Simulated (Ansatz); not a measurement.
# Pressure series in SrO

Base system: SrO in the rock salt structure (space group Fm-3m, No. 225; a = 5.195 Å).

Cell and atoms are relaxed at each pressure.

Level of theory: Ansatz (a first-principles code), PBE, PAW, cutoff 420 eV, scalar-relativistic without spin-orbit coupling.

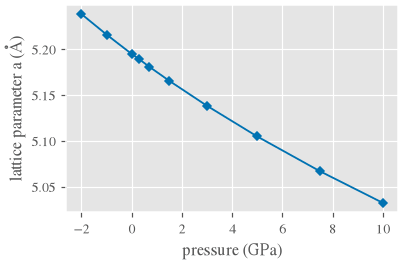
Lattice parameter a against pressure

**Question.** From the plot, what is the lattice parameter a for pressure 1.5 GPa?

**Answer.** About 5.17 Å.

**Question.** Is the trend monotonic over the range shown?

**Answer.** Yes, it falls throughout, spanning 5.032 Å to 5.238 Å.

The program warned that an SCF state here may not be the lowest one. Load acts through the strain it causes; cell and atoms are relaxed under it. Whether these cells are dynamically stable was not tested. No other phases were tried under pressure.
